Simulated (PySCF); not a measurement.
C₅H₈S, SMILES C#CCCSC, singlet at its GFN2-xTB optimised geometry (Å):

```
14

C      1.3798    -1.5930     0.1214
C      0.9955    -0.4610     0.0709
C      0.4921     0.8956     0.0000
C     -1.0349     0.8956     0.0000
S     -1.7373     2.5776     0.0000
C     -1.4412     3.0477    -1.7287
H      1.7373    -2.5776     0.1729
H      0.8564     1.4643     0.8602
H      0.8715     1.3677    -0.9109
H     -1.4320     0.3638    -0.8656
H     -1.4143     0.4276     0.9081
H     -0.3765     3.1626    -1.9118
H     -1.8667     2.2940    -2.3857
H     -1.9425     3.9978    -1.8803
```

Computed with B3LYP/def2-TZVP run with PySCF. Cells within 0.4 Å of a nucleus heavier than hydrogen are left out (blank, or x).

Map of the HOMO amplitude (bohr^(-3/2)) on the plane z = 0.0 Å; orbital energy -6.21 eV, overall sign arbitrary:

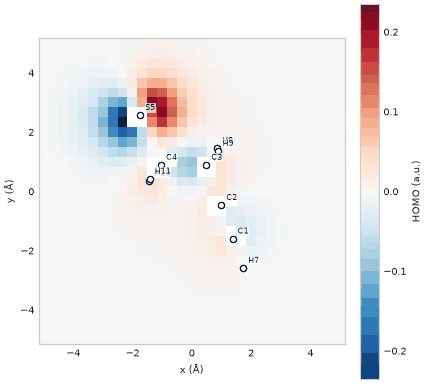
Fig. 1. HOMO amplitude (bohr^(-3/2)) on the plane z = 0.0 Å.
